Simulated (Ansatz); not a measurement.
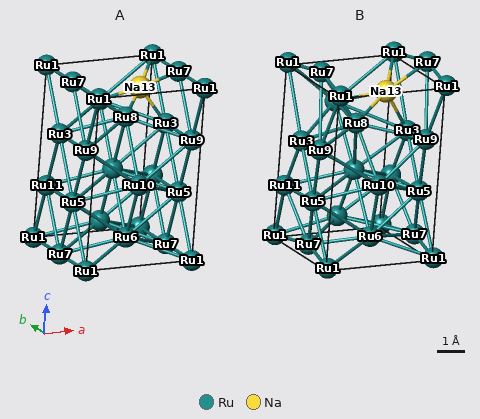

Two geometries of a defect cell of composition NaRu$_{12}$, drawn at one scale. One is the start of a relaxation, the other its converged end. A ball-and-stick model of the cell of the calculation, reduced to other axes, seen slightly off an axis. Lengths and directions refer to the drawn axes.

The calculation used DFT PBE-D3(BJ), scalar-relativistic, plane waves, PAW (Ansatz). (plane-wave cutoff 420 eV; k-point mesh 4 × 3 × 4; occupations gaussian; smearing width 0.15 eV; no spin polarisation; atoms relaxed in a fixed cell; force threshold 0.03 eV/Å; at most 60 steps)

Which one is relaxed?

Structure B is the relaxed one. It is an interstitial Na in hcp Ru. The run prepares an end point of a later path (interstitial hop) calculation, from a guessed geometry. Over 13 geometry steps the energy falls by 9.322 eV per cell of the calculation. The largest force component goes from 12 to 0.011 eV/Å. A Ru atom moves most: 0.50 Å roughly along [1 0 1]. Largest moves by element: Ru 0.50 Å, Na 0.43 Å. The cell doesn't change. Some distances before and after: Ru–Ru 2.646 → 3.570 Å, Ru–Ru 2.700 → 3.473 Å, Ru–Ru 2.646 → 3.293 Å, Na–Ru 3.518 → 2.970 Å. Among the angles between lasting bonds that change: Ru–Na–Ru 87.6° → 115.8°, Ru–Na–Ru 178.2° → 151.5°, Ru–Na–Ru 175.0° → 154.9°.

Limits of the set-up: the periodic images lie only 4.3 Å apart, so the values are limited by the cell's size.
